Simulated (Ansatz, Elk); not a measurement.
## Bonding as seen by X-rays: CdCu2Si2

Structure refinements treat a crystal as free atoms side by side. For a made-up structure of CdCu2Si2 (cell and positions from a PBEsol relaxation) the runs below show what the calculated density changes in F(hkl).

Method: DFT, PBE, all-electron APW+lo, Dirac cores, scalar-relativistic bands, static density, no spin, in Elk 11.2.3 (patched build).

The structure was built from a prototype and need not be the compound's stable phase.

### Step 1. The starting structure

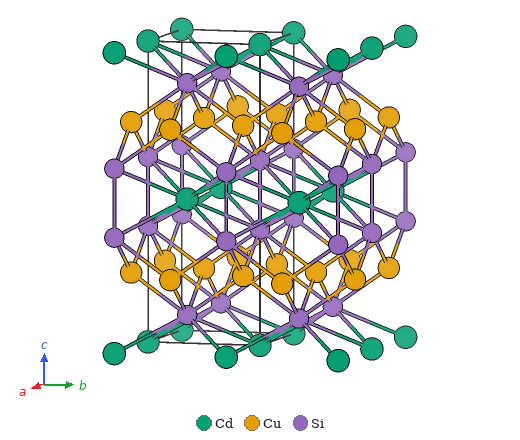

Start, viewed slightly off an axis; cadmium teal, copper orange, silicon purple. 2×2×1 cells are drawn. This picture shows the conventional cell, with its axes. Some periodic images of atoms are drawn too.

### Step 2. Ground state and structure factors

An all-electron density is needed, since X-rays see the cores too. Task 0 finds the density and task 195 Fourier-transforms it; tshift is off so that phases refer to the origin typed.

Input file elk.in:

```
tasks
  0
  195

xctype
  20

spinpol
  .false.

rgkmax
  7.0

gmaxvr
  14.0

lmaxo
  7

lmaxapw
  8

swidth
  0.002

tshift
  .false.

ramdisk
  .false.

hmaxvr
  5.5

maxscl
  120

epspot
  1e-06

sppath
  './'

avec
  -3.67813430346 3.67813430346 9.51693960061
  3.67813430346 -3.67813430346 9.51693960061
  3.67813430346 3.67813430346 -9.51693960061

atoms
  3
  'Cd.in'
  1
  -0.0000000000 -0.0000000000 -0.0000000000   0.000000 0.000000 0.000000
  'Cu.in'
  2
  0.2500000000 0.7500000000 0.5000000000   0.000000 0.000000 0.000000
  0.7500000000 0.2500000000 0.5000000000   0.000000 0.000000 0.000000
  'Si.in'
  2
  0.6146771621 0.6146771621 0.0000000000   0.000000 0.000000 0.000000
  0.3853228379 0.3853228379 0.0000000000   0.000000 0.000000 0.000000

ngridk
  8 8 8
```

On the command line:

```
> OMP_NUM_THREADS=4 elk
```

Numbers of over 12 decimals in the logs are rounded to 6 here.

The program printed:

```text
┌─────────────────────────┐
│ Elk code version 11.2.3 │
└─────────────────────────┘

All units are atomic (Hartree, Bohr, etc.)

┌─────────────────────────────────────────────────┐
│ Ground-state run starting from atomic densities │
└─────────────────────────────────────────────────┘

Lattice vectors :
  -3.678134303       3.678134303       9.516939601
   3.678134303      -3.678134303       9.516939601
   3.678134303       3.678134303      -9.516939601

Reciprocal lattice vectors :
  0.3947899035E-16  0.8541266834      0.3301053475
  0.8541266834      0.3947899035E-16  0.3301053475
  0.8541266834      0.8541266834     -0.5968373275E-17

Unit cell volume      :    515.0062155
Brillouin zone volume :   0.4816450870

Muffin-tin inner radius fraction :   0.1000000000E-01

Nuclei treated as point charges

Species : 1 (Cd)
 parameters loaded from : Cd.in
 name : cadmium
 nuclear charge    :   -48.00000000
 electronic charge :    48.00000000
 atomic mass :    204912.7176
 muffin-tin radius :    2.600000000
 number of radial points in muffin-tin :   1193
 inner part over the whole radius :   0.9972693929E-02
 number on inner part of muffin-tin    :    850
 approximate nuclear radius :   0.8708852602E-04
 number of mesh points to nuclear radius :    426
 atomic positions (lattice), magnetic fields (Cartesian) :
  1 :   0.00000000  0.00000000  0.00000000    0.00000000  0.00000000  0.00000000

Species : 2 (Cu)
 parameters loaded from : Cu.in
 name : copper
 nuclear charge    :   -29.00000000
 electronic charge :    29.00000000
 atomic mass :    115837.2717
 muffin-tin radius :    2.316690107
 number of radial points in muffin-tin :    993
 inner part over the whole radius :   0.9996503139E-02
 number on inner part of muffin-tin    :    701
 approximate nuclear radius :   0.7406004541E-04
 number of mesh points to nuclear radius :    337
 atomic positions (lattice), magnetic fields (Cartesian) :
  1 :   0.25000000 -0.25000000  0.50000000    0.00000000  0.00000000  0.00000000
  2 :  -0.25000000  0.25000000  0.50000000    0.00000000  0.00000000  0.00000000

Species : 3 (Si)
 parameters loaded from : Si.in
 name : silicon
 nuclear charge    :   -14.00000000
 electronic charge :    14.00000000
 atomic mass :    51196.73458
 muffin-tin radius :    2.123632598
 number of radial points in muffin-tin :    793
 inner part over the whole radius :   0.9816040272E-02
 number on inner part of muffin-tin    :    552
 approximate nuclear radius :   0.5963282101E-04
 number of mesh points to nuclear radius :    247
 atomic positions (lattice), magnetic fields (Cartesian) :
  1 :  -0.38532284 -0.38532284  0.00000000    0.00000000  0.00000000  0.00000000
  2 :   0.38532284  0.38532284  0.00000000    0.00000000  0.00000000  0.00000000

Total number of atoms per unit cell :    5
Total muffin-tin volume :    258.0210131
 ratio of muffin-tin to unit cell volume :   0.5010056293

Spin treatment :
 spin-unpolarised

Number of Bravais lattice symmetries :   16
Number of crystal symmetries         :   16
Crystal has inversion symmetry
Real symmetric eigensolver will be used

k-point grid :      8     8     8
k-point offset :    0.000000000       0.000000000       0.000000000
k-point set is reduced with full crystal symmetry group
Total number of k-points :       59

Muffin-tin radius times maximum |G+k| :    7.000000000
 using average radius
Maximum |G+k| for APW functions       :    3.048609093
Maximum (1/2)|G+k|²                   :    4.647008702
Maximum |G| for potential and density :    14.00000000
Constant for pseudocharge density :    9
 order of it for each species :   16  16  16
 order of it for pair densities of each species (exact exchange by exxq0 0: 17) :   13  10   8
Radial integration step length :    1

G-vector grid sizes :     49    49    49
Number of G-vectors :    23895

Maximum angular momentum used for
 APW functions            :    8
 outer part of muffin-tin :    7
 inner part of muffin-tin :    2

Total nuclear charge    :   -134.0000000
[...]
Density of states at Fermi energy :    56.14245985
 (states/Hartree/unit cell)

Estimated indirect band gap :   0.2260758173E-02
 from k-point 32 to k-point 23
Estimated direct band gap   :   0.6810919606E-02
 at k-point 1

Charges :
 core                        :    74.00000000
 valence                     :    60.00000000
 interstitial                :    7.782947557
 muffin-tins (core leakage)
  species : 1 (Cd)
   atom 1                    :    46.46501096     (  0.2554836346E-03)
  species : 2 (Cu)
[...]
species : 3 (Si)
[...]
total in muffin-tins        :    126.2170524
 total calculated charge     :    133.9948562
 total charge                :    134.0000000
 error                       :   0.5143762929E-02

RMS change in Kohn-Sham potential (target) :   0.5873753337     (  0.1000000000E-05)
Absolute change in total energy (target)   :   0.5987746188     (  0.1000000000E-03)

[... loops 3 to 16 left out ...]

┌──────────────────┐
│ Loop number : 17 │
└──────────────────┘

Energies :
 Fermi                       :     0.272495
 sum of occupied eigenvalues :     -5567.5654578113
 electron kinetic            :      9815.7193423369
 core electron kinetic       :      9249.8342834610
 Coulomb                     :     -18969.998580241
 Coulomb potential           :     -14951.571289552
 nuclear-nuclear             :     -1233.6256068705
 electron-nuclear            :     -20554.050672039
 Hartree                     :      2817.6776986685
 Madelung                    :     -11494.212935465
 xc potential                :     -431.71351059649
 exchange                    :     -325.32914934441
 correlation                 :     -6.506030
 electron entropic           :    -0.79614119493357E-03
 total energy                :     -9486.1152131863

Density of states at Fermi energy :    61.68968795
 (states/Hartree/unit cell)

Estimated indirect band gap :   0.2330647559E-02
 from k-point 6 to k-point 28
Estimated direct band gap   :   0.1534934948E-01
 at k-point 29

Charges :
 core                        :    74.00000000
 valence                     :    60.00000000
 interstitial                :    6.912865021
 muffin-tins (core leakage)
  species : 1 (Cd)
[...]
species : 2 (Cu)
[...]
species : 3 (Si)
[...]
total in muffin-tins        :    127.0871350
 total calculated charge     :    133.9950104
 total charge                :    134.0000000
 error                       :   0.4989614590E-02

RMS change in Kohn-Sham potential (target) :   0.1829997406E-06 (  0.1000000000E-05)
Absolute change in total energy (target)   :   0.6209053936E-04 (  0.1000000000E-03)

Convergence targets achieved

┌──────────────────┐
│ Loop number : 18 │
└──────────────────┘

Energies :
 Fermi                       :     0.272495
 sum of occupied eigenvalues :     -5567.5654524106
 electron kinetic            :      9815.7193520248
 core electron kinetic       :      9249.8342864492
 Coulomb                     :     -18969.998584227
 Coulomb potential           :     -14951.571286517
 nuclear-nuclear             :     -1233.6256068705
 electron-nuclear            :     -20554.050683072
 Hartree                     :      2817.6777057160
 Madelung                    :     -11494.212940968
 xc potential                :     -431.71351791805
 exchange                    :     -325.32914968603
 correlation                 :     -6.506030
 electron entropic           :    -0.79614087952123E-03
 total energy                :     -9486.1152078186

Density of states at Fermi energy :    61.68965977
 (states/Hartree/unit cell)

Estimated indirect band gap :   0.2330656737E-02
 from k-point 6 to k-point 28
Estimated direct band gap   :   0.1534934957E-01
 at k-point 29

Charges :
 core                        :    74.00000000
 valence                     :    60.00000000
 interstitial                :    6.912864703
 muffin-tins (core leakage)
  species : 1 (Cd)
[...]
species : 2 (Cu)
[...]
atom 2                    :    28.16063770     (  0.2512534947E-03)
  species : 3 (Si)
   atom 1                    :    12.08682406     (  0.1986930626E-02)
   atom 2                    :    12.08682406     (  0.1986930626E-02)
 total in muffin-tins        :    127.0871353
 total calculated charge     :    133.9950104
 total charge                :    134.0000000
 error                       :   0.4989614796E-02

┌──────────────────────────────┐
│ Self-consistent loop stopped │
└──────────────────────────────┘

Warning : core states of species 1 leak from the muffin-tin :   0.2412229089E-03

Warning : core states of species 2 leak from the muffin-tin :   0.2512534947E-03

Warning : core states of species 3 leak from the muffin-tin :   0.1986930626E-02

Wrote STATE.OUT
```

Run time: 51 s. Hardware: 4 threads of Arm Neoverse V1, shared host; peak memory 0.18 GiB; 2.8 min of CPU time.

SFACRHO.OUT:

```text

h k l indices transformed by vhmat matrix:
   1.000000000       0.000000000       0.000000000    
   0.000000000       1.000000000       0.000000000    
   0.000000000       0.000000000       1.000000000    

      h      k      l  multipl.   |H|            Re(F)            Im(F)           |F|

      0      0      0      1   0.0000000       134.00000      0.18546991E-15   134.00000    
      1      1     -1      2  0.66021069      -6.1896026      0.16081081E-13   6.1896026    
     -1      0      0      8  0.91569751       25.658452      -0.0000000       25.658452    
      0      0     -1      4   1.2079175       12.262693     -0.55080173E-14   12.262693    
     -1     -2      2      8   1.3077684       49.872805      -0.0000000       49.872805    
      2      2     -2      2   1.3204214       66.682299     -0.29481981E-13   66.682299    
      2      0     -1      8   1.3765693       86.806435     -0.89339337E-14   86.806435    
     -1      1     -1      4   1.7082534       95.131698      0.45205688E-14   95.131698    
     -2     -2      3      8   1.7895747      -22.857462     -0.58517266E-13   22.857462    
      2      0      0      8   1.8313950      -4.0397901      0.17867867E-13   4.0397901    
      2      3     -2      8   1.8584324       49.204602      -0.0000000       49.204602    
      1      0      1     16   1.9382032       21.194585      -0.0000000       21.194585    
     -3     -3      3      2   1.9806321      -11.935582     -0.20548048E-13   11.935582    
      0     -3      1     16   2.1513688       40.769146      -0.0000000       40.769146    
      3      1     -3      8   2.1590837       54.267749     -0.19654654E-13   54.267749    
     -3     -3      4      8   2.3199069       61.057148      0.14294294E-13   61.057148    
     -2      2      0      4   2.4158351       80.356134      0.19424333E-16   80.356134    
      4      3     -3      8   2.4635421       24.859621      0.89339337E-15   24.859621
```

Elk indexes on the primitive cell of elk.in and gives |H| = 4π sin θ/λ in inverse bohr. Below, one row stands for each form hkl of the conventional cell (m members, Friedel mates merged), F is for one primitive cell and the density is static (no thermal factor). Free-atom factors are Waasmaier and Kirfel's, and R is Σm||F|−|F'||/Σm|F|.

```csv
hkl,m,sin θ/λ (Å⁻¹),"abs F, DFT",neutral atoms,diff.
002,2,0.099,6.190,6.245,-0.056
101,8,0.138,25.659,25.994,-0.336
110,4,0.182,12.263,11.684,+0.578
103,8,0.197,49.873,49.979,-0.106
004,2,0.199,66.682,67.445,-0.763
112,8,0.207,86.806,87.546,-0.739
200,4,0.257,95.132,96.028,-0.896
114,8,0.269,22.858,23.692,-0.834
202,8,0.275,4.040,4.747,-0.707
105,8,0.280,49.205,49.530,-0.325
211,16,0.291,21.195,21.188,+0.006
006,2,0.298,11.936,12.804,-0.868
213,16,0.324,40.769,40.914,-0.145
204,8,0.325,54.268,54.588,-0.321
```

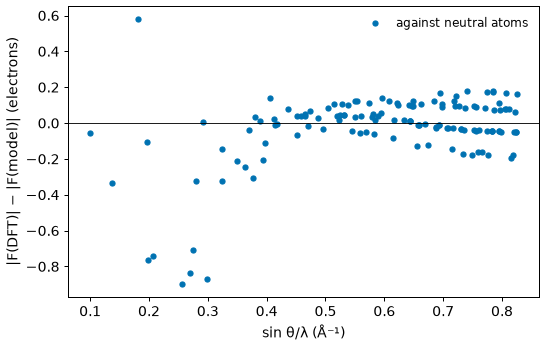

Difference between the calculated structure factors and the independent-atom ones.

### Step 3. The highest occupied states alone

An energy window below the Fermi level keeps the highest occupied states, to see at which angles they scatter; shallow core shells can lie inside it and anion s states outside. No new self-consistency is needed.

elk.in: that of step 2 with these lines changed.

```diff
@@ -1,3 +1,2 @@
 tasks
-  0
   195
@@ -40,2 +39,5 @@
 
+wsfac
+  -0.278740 0.572500
+
 sppath
```

On the command line:

```
> OMP_NUM_THREADS=4 elk
```

The program printed:

```text
┌─────────────────────────────────┐
│ Elk code version 11.2.3 started │
└─────────────────────────────────┘

Info(readinput): the functional depends on the density's gradient
 muffin-tin radial points multiplied by    2.00000
 (not where nrmtscf is given)

┌────────────────────┐
│ Current task : 195 │
└────────────────────┘
Info(checkmt): changed muffin-tin radius of species 2 (Cu) from   2.4000 to   2.3167
Info(checkmt): changed muffin-tin radius of species 3 (Si) from   2.2000 to   2.1236

Info(sfacrho): density structure factors written to SFACRHO.OUT

 Energy window :  -0.2787400000      0.5725000000

┌──────────────────┐
│ Elk code stopped │
└──────────────────┘
```

Wall time 11 s (4 threads); peak memory 0.17 GiB; 17 s of CPU time.

States within 15 eV below the Fermi level hold 42.00 electrons; any levels below the window count with the cores. Their amplitudes can exceed the total, where window and core parts have opposite phase:

```csv
hkl,sin θ/λ (Å⁻¹),"abs F, window","abs F, all"
002,0.099,8.754,6.190
101,0.138,5.503,25.659
110,0.182,6.484,12.263
103,0.197,6.387,49.873
004,0.199,18.216,66.682
112,0.207,18.678,86.806
200,0.257,14.841,95.132
114,0.269,6.595,22.858
202,0.275,6.587,4.040
105,0.280,3.072,49.205
```

### Step 4. Another functional

The difference from free atoms is small, so it is set against the change that LDA (Perdew-Wang) makes.

elk.in: that of step 3 with these lines changed.

```diff
@@ -1,2 +1,3 @@
 tasks
+  0
   195
@@ -4,3 +5,3 @@
 xctype
-  20
+  3
 
@@ -39,5 +40,2 @@
 
-wsfac
-  -0.278740 0.572500
-
 sppath
```

On the command line:

```
> OMP_NUM_THREADS=4 elk
```

The program printed:

```text
┌─────────────────────────┐
│ Elk code version 11.2.3 │
└─────────────────────────┘

All units are atomic (Hartree, Bohr, etc.)

┌─────────────────────────────────────────────────┐
│ Ground-state run starting from atomic densities │
└─────────────────────────────────────────────────┘

Lattice vectors :
  -3.678134303       3.678134303       9.516939601
   3.678134303      -3.678134303       9.516939601
   3.678134303       3.678134303      -9.516939601

Reciprocal lattice vectors :
  0.3947899035E-16  0.8541266834      0.3301053475
[...]
atom 2                    :    12.08855357     (  0.2024496079E-02)
 total in muffin-tins        :    127.1570909
 total calculated charge     :    133.9948971
 total charge                :    134.0000000
 error                       :   0.5102936481E-02

┌──────────────────────────────┐
│ Self-consistent loop stopped │
└──────────────────────────────┘

Warning : core states of species 1 leak from the muffin-tin :   0.2426268531E-03

Warning : core states of species 2 leak from the muffin-tin :   0.2605256157E-03

Warning : core states of species 3 leak from the muffin-tin :   0.2024496079E-02

Wrote STATE.OUT
[key lines of the parts left out:]
total energy                :     -9474.0109526927
```

Elapsed: 33 s, on 4 threads; peak memory 0.17 GiB; 1.8 min of CPU time.

Against the first run R = 0.07 %; the largest change is -0.061 at 008.

### Step 5. Basis size

A smaller basis shows how fast F responds to it; the change is likely larger than the basis error of the first run, but doesn't show convergence.

elk.in: that of step 4 with these lines changed.

```diff
@@ -5,3 +5,3 @@
 xctype
-  3
+  20
 
@@ -11,3 +11,3 @@
 rgkmax
-  7.0
+  5.5
```

On the command line:

```
> OMP_NUM_THREADS=4 elk
```

The program printed:

```text
┌─────────────────────────┐
│ Elk code version 11.2.3 │
└─────────────────────────┘

All units are atomic (Hartree, Bohr, etc.)

┌─────────────────────────────────────────────────┐
│ Ground-state run starting from atomic densities │
└─────────────────────────────────────────────────┘

Lattice vectors :
  -3.678134303       3.678134303       9.516939601
   3.678134303      -3.678134303       9.516939601
   3.678134303       3.678134303      -9.516939601

Reciprocal lattice vectors :
  0.3947899035E-16  0.8541266834      0.3301053475
[...]
atom 2                    :    12.07677789     (  0.1982043719E-02)
 total in muffin-tins        :    126.9409296
 total calculated charge     :    133.9952107
 total charge                :    134.0000000
 error                       :   0.4789255538E-02

┌──────────────────────────────┐
│ Self-consistent loop stopped │
└──────────────────────────────┘

Warning : core states of species 1 leak from the muffin-tin :   0.2415477799E-03

Warning : core states of species 2 leak from the muffin-tin :   0.2514782347E-03

Warning : core states of species 3 leak from the muffin-tin :   0.1982043719E-02

Wrote STATE.OUT
[key lines of the parts left out:]
total energy                :     -9485.9888453217
```

Run time: 45 s. Hardware: 4 threads; peak memory 0.17 GiB; 2.3 min of CPU time.

Against the first run R = 0.03 %; the largest change is +0.074 at 008.

### Step 6. Settings against the effect

```csv
run,R against the first run (%),"R against neutral atoms, low angle (%)",wall time
"PBE, rgkmax 7",0.00,1.19,51 s
LDA (Perdew-Wang),0.07,1.20,33 s
rgkmax 5.5,0.03,1.22,45 s
```

### Step 7. Summary of results

| Property | Result |
| --- | --- |
| R against neutral atoms, sin θ/λ < 0.3 Å⁻¹ | 1.19 % |
| R against neutral atoms, 0.3 to 0.83 Å⁻¹ | 0.32 % |

In words: Independent neutral atoms miss the calculated amplitudes by R = 1.19 % below 0.3 Å⁻¹ and 0.32 % from there to 0.83 Å⁻¹; by shells, 1.29 % below 0.15 Å⁻¹ (2 forms), 1.18 % 0.15 to 0.3 (10 forms), 0.30 % 0.3 to 0.45 (15 forms), 0.32 % above 0.45 (109 forms). Bonding, aspherical density and the tables' own atoms all enter these figures, and the runs don't part them. The largest change of an amplitude is -0.90 electrons, at 200. The window's part falls from 42.0 electrons at the origin to at most 5.11 between 0.45 and 0.83 Å⁻¹, where compact states inside the window still scatter. Below 0.3 Å⁻¹ the changes that finished (LDA (Perdew-Wang) and rgkmax 5.5) move F by R = 0.04 % at most, against the 1.19 % that separates it from free atoms. The k-mesh has no finished test. These runs have no spin, though d or f shells may be open. Part of the difference isn't bonding: the tables are fits to free atoms and ions calculated by other methods than this functional. Thermal motion, anomalous dispersion and extinction are left out.

[Logs are printed without paths, hosts, clocks, repeated set-up lines and the standing remarks that a program may print on its own settings, such as how far it seeks lower states.]

[Hosts, paths, dates, database ids (printed as entryN), source tags and the programs' standing remarks are cut or masked in the printed files.]
